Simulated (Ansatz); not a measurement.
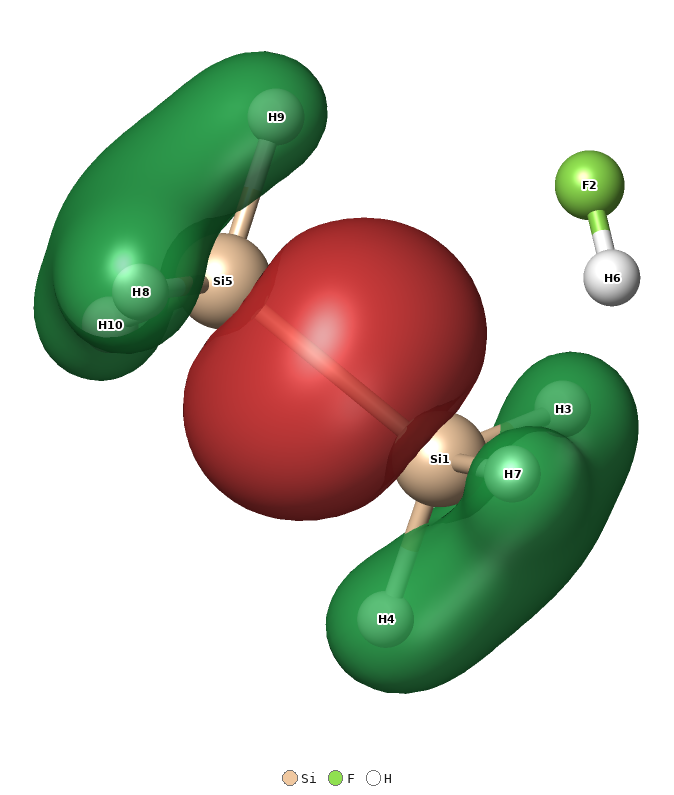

H$_{6}$Si$_{2}$···HF. The HOMO at ±0.1 Å⁻³ᐟ² (green and red are the two phases), seen at a tilt.

Not at a stationary point (largest force 0.9 eV/Å).

Theory: RHF/def2-TZVP in Ansatz 0.2.0.

Input

```
crystal:
  periodic: [false, false, false]
  atoms:
    - { symbol: Si, position_ang: [-0.1752, -0.8697, 0.1949] }
    - { symbol: F, position_ang: [1.6728, -0.6597, -0.5491] }
    - { symbol: H, position_ang: [-0.211, -2.0181, -0.6961] }
    - { symbol: H, position_ang: [-1.111, -1.2875, 1.264] }
    - { symbol: Si, position_ang: [-0.6824, 1.2768, -0.467] }
    - { symbol: H, position_ang: [1.7633, -0.8229, 0.6457] }
    - { symbol: H, position_ang: [1.2166, -0.9428, 1.4495] }
    - { symbol: H, position_ang: [-0.1943, 2.2806, 0.4847] }
    - { symbol: H, position_ang: [-0.1398, 1.6251, -1.7796] }
    - { symbol: H, position_ang: [-2.139, 1.4181, -0.5469] }
basis:
  gaussian: { orbitals: def2-TZVP }
hamiltonian:
  xc: hf
relax:
  f_tol: 0.15
  max_steps: 25
  restrain:
    - { distance: [0, 6], at: 1.42, k: 30.0 }
    - { distance: [5, 1], at: 0.88, k: 30.0 }
    - { distance: [0, 1], at: 2.98, k: 30.0 }
    - { distance: [5, 6], at: 1.92, k: 30.0 }
output:
  orbitals: {}
```

Run with:

```sh
ansatz run input.yaml --threads 4 --pin off --max-ram 5120MiB --backend cpu --events-out ev --progress --plain --runs-dir out
```

The fields are those of the run's last geometry, not of the input's.

### What is the character of this orbital?

By Hirshfeld shares it lies mainly on Si1 (about 40 %) and Si5 (about 40 %). Its energy is −11.02 eV.
